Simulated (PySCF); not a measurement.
C3H7F3OSi

Input file:

```
{"job": {"kind": "nmr", "xc": "PBE0", "basis": "pcSseg-1"}, "charge": 0, "multiplicity": 1}
C     -0.973044     1.257965    -0.710140
C     -0.117344     0.029809    -0.489796
O      0.896728     0.323853     0.422469
Si     2.356911    -0.483403     0.592172
C     -0.942945    -1.143404     0.026922
F     -1.556028    -0.865982     1.173805
F     -1.873284    -1.495453    -0.864265
F     -0.158887    -2.210619     0.234435
H     -1.777800     1.054831    -1.429525
H     -1.413980     1.578549     0.244089
H     -0.344211     2.071355    -1.094850
H      0.300785    -0.319548    -1.455268
H      2.285240    -1.561350     1.617454
H      2.738516    -1.066422    -0.732217
H      3.351617     0.538334     1.019382
```

Run with:

```sh
OMP_NUM_THREADS=1 python probes_run.py task.json out
```

Geometry: PBE0-D3(BJ)/def2-SVP.

Theory: PySCF, PBE0/pcSseg-1, SCF density, gas phase, non-relativistic.

Question: What will maps of the electron density and electron localisation function show?

Answer: C–F (1.34 Å): ρ is about 2.4 e/Å³ halfway; the ELF peaks at about 0.85 between the atoms, as expected for a polar covalent bond.
C–C (1.51 Å): ρ at the midpoint is about 1.7 e/Å³; the ELF peaks at about 0.95 between the atoms (localised, covalent bonding).
C–H (1.10 Å): the density is about 1.9 e/Å³ at the midpoint; the ELF climbs to about 1 towards the hydrogen, as it does in any bond to H; a covalent bond by its length.

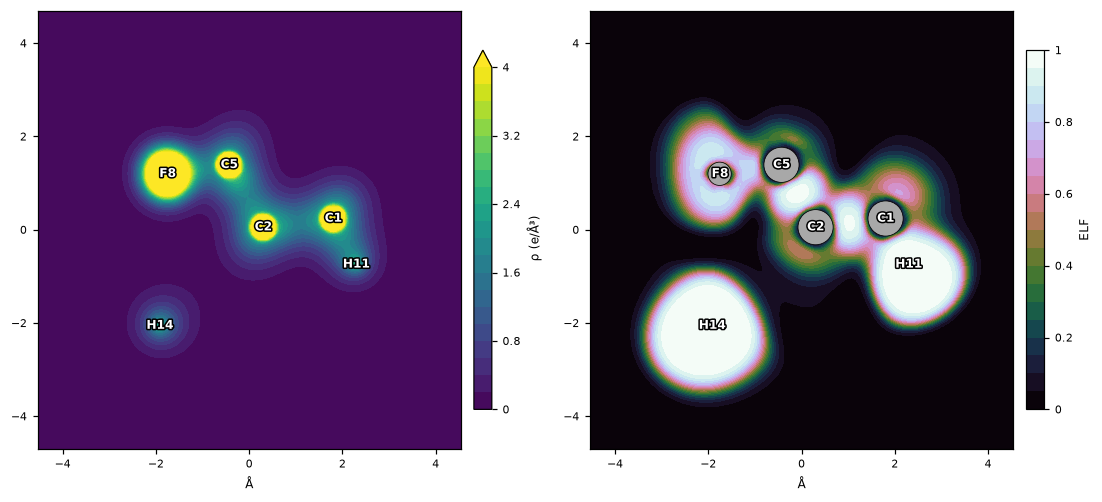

Computed electron density and electron localisation function on the plane of atoms C1, C2 and C5, in this order. Grey discs cover the atomic cores in the ELF map. 
